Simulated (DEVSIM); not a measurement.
Structure: Si p+/n-/n+ power diode, at 400 K.

```tsv
layer (left to right)	material	thickness (μm)	Nd (cm⁻³)	Na (cm⁻³)	τn (s)	τp (s)
1	Si	0.570	-	4.3e18	4.2e-9	1.4e-7
2	Si	10.0	2.3e16	-	1.4e-7	1.4e-7
3	Si	4.00	1.7e18	-	1.4e-7	1.4e-7
```

Left contact: ohmic. Right contact: ohmic. Voltage is applied to the left contact. Recombination: SRH at mid-gap, Auger. Mobility is μmin + (μ − μmin)/(1 + (N/Nref)^α).

The device is made up for the run: typed textbook-type constants, with dimensions and the other settings drawn at random. Values at 300 K; Nc and Nv go as T^1.5, mobilities as T to minus their exponent, the gap by Varshni's rule with the affinity fixed.

```csv
parameter,Si
gap (eV),1.124
affinity (eV),4.05
permittivity,11.7
Nc (cm⁻³),2.86e19
Nv (cm⁻³),3.1e19
μn (cm²/Vs),1417
μp (cm²/Vs),470
"μn,min",52
"μp,min",45
"Nref,n",9.7e16
"Nref,p",2.2e17
αn,0.68
αp,0.72
T exponent of μn,2.3
T exponent of μp,2.2
Cn (cm⁶/s),2.8e-31
Cp (cm⁶/s),9.9e-32
Varshni α (eV/K),0.000473
Varshni β (K),636
```

DEVSIM, 1D drift-diffusion, Boltzmann statistics, complete ionisation; no tunnelling, impact ionisation, image-force lowering or self-heating.

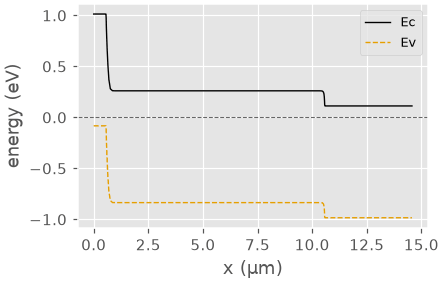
*Band edges at zero bias*

Energies count from the Fermi level of the right contact; mesh points crowd at the junctions.

```tsv
x (μm)	Ec (eV)	Ev (eV)	n (cm⁻³)	p (cm⁻³)	field (V/cm)
0.000	1.014	-0.083	7500000	4.3e18	≈ 0
0.04573	1.014	-0.083	7500000	4.3e18	≈ 0
0.1709	1.014	-0.083	7500000	4.3e18	≈ 0
0.4117	1.014	-0.083	7500000	4.3e18	≈ 0
0.5463	1.014	-0.083	7500000	4.3e18	≈ 0
0.5806	0.877	-0.220	3.9e8	8.2e16	-71000
0.6500	0.514	-0.583	1.5e13	2.2e12	-39000
0.9952	0.261	-0.836	2.3e16	1.4e9	≈ 0
1.891	0.260	-0.836	2.3e16	1.4e9	≈ 0
4.575	0.260	-0.836	2.3e16	1.4e9	≈ 0
8.453	0.260	-0.836	2.3e16	1.4e9	≈ 0
10.08	0.260	-0.836	2.3e16	1.4e9	≈ 0
10.42	0.260	-0.837	2.3e16	1.4e9	-190
10.54	0.234	-0.862	4.9e16	6.6e8	-9600
10.59	0.112	-0.984	1.7e18	1.9e7	-630
10.67	0.112	-0.984	1.7e18	1.9e7	≈ 0
10.92	0.112	-0.984	1.7e18	1.9e7	≈ 0
11.67	0.112	-0.984	1.7e18	1.9e7	≈ 0
13.69	0.112	-0.984	1.7e18	1.9e7	≈ 0
14.29	0.112	-0.984	1.7e18	1.9e7	≈ 0
14.49	0.112	-0.984	1.7e18	1.9e7	≈ 0
14.57	0.112	-0.984	1.7e18	1.9e7	≈ 0
```
